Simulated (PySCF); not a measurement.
C₆H₁₁NOSi (SMILES CC/C=C/CO[SiH2]C#N)

| atom | x (Å) | y (Å) | z (Å) |
| --- | --- | --- | --- |
| C | -3.0696 | 1.1181 | -0.7183 |
| C | -2.6217 | -0.2154 | -0.1192 |
| C | -1.1363 | -0.2553 | 0.0362 |
| C | -0.3375 | -1.1102 | -0.5779 |
| C | 1.1553 | -1.1379 | -0.4412 |
| O | 1.6066 | -0.1898 | 0.4826 |
| Si | 3.0801 | 0.3074 | 0.8970 |
| C | 3.9975 | 0.9810 | -0.5959 |
| N | 4.5466 | 1.3778 | -1.5200 |
| H | -2.7522 | 1.9456 | -0.0880 |
| H | -2.6328 | 1.2525 | -1.7051 |
| H | -4.1527 | 1.1500 | -0.8102 |
| H | -3.0869 | -0.3380 | 0.8629 |
| H | -2.9514 | -1.0372 | -0.7578 |
| H | -0.7106 | 0.4946 | 0.6887 |
| H | -0.7296 | -1.8706 | -1.2401 |
| H | 1.6131 | -0.9465 | -1.4227 |
| H | 1.4757 | -2.1398 | -0.1205 |
| H | 3.9473 | -0.7640 | 1.3949 |
| H | 2.7542 | 1.3885 | 1.8095 |

Geometry: GFN2-xTB.

Level of theory: PySCF 2.14.0, PBE0/pcSseg-1, SCF density, gas phase, non-relativistic.

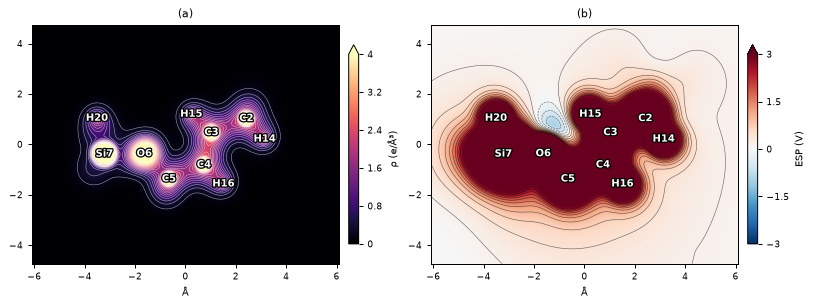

Figure 1. (a) total electron density; (b) electrostatic potential on the plane of atoms C3, C2 and H14.

> Read the bonding off the picture.

The plane passes through C, O, Si and H nuclei. C–C (1.32 Å): ρ at the midpoint is about 2.3 e/Å³. C–O (1.40 Å): ρ is about 2.1 e/Å³ halfway, with its minimum of 1.7 e/Å³ about 0.5 Å from C. Si–O (1.61 Å): ρ is about 1.2 e/Å³ halfway. C–H (1.08 Å): ρ at the midpoint is about 2 e/Å³. C–C (1.49 Å): ρ at the midpoint is about 1.7 e/Å³. Outside the dense part of the molecule the potential is most negative (−0.9 V) near O6.

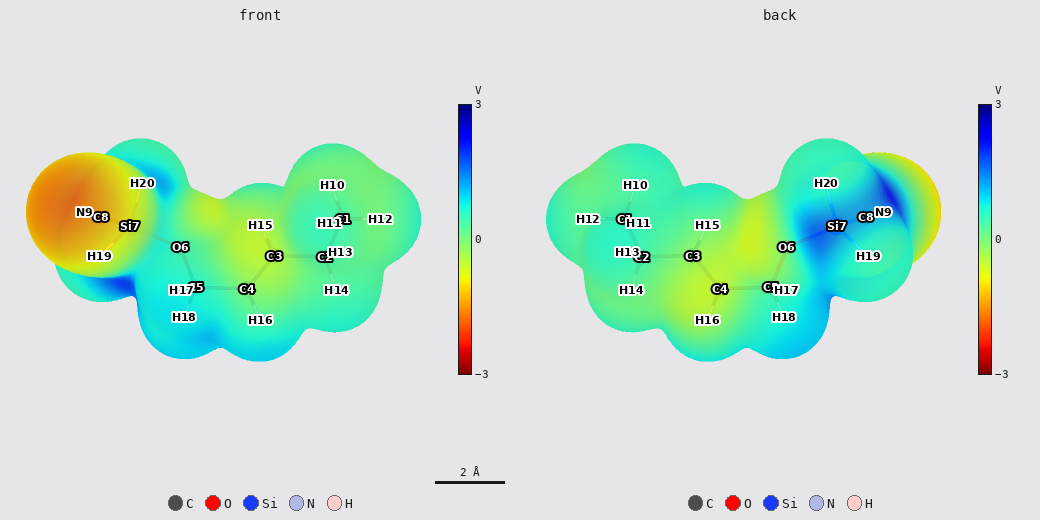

Figure 2. The electrostatic potential painted on the density surface at 0.002 e/bohr³, seen from the front and from behind; the colour scale runs from red (negative) to blue (positive).

> Describe the electrostatic potential map.

The most negative region (about −1.7 V) lies over N9, the most positive (about +2.0 V) over Si7. N9 is the likeliest acceptor of a hydrogen bond.
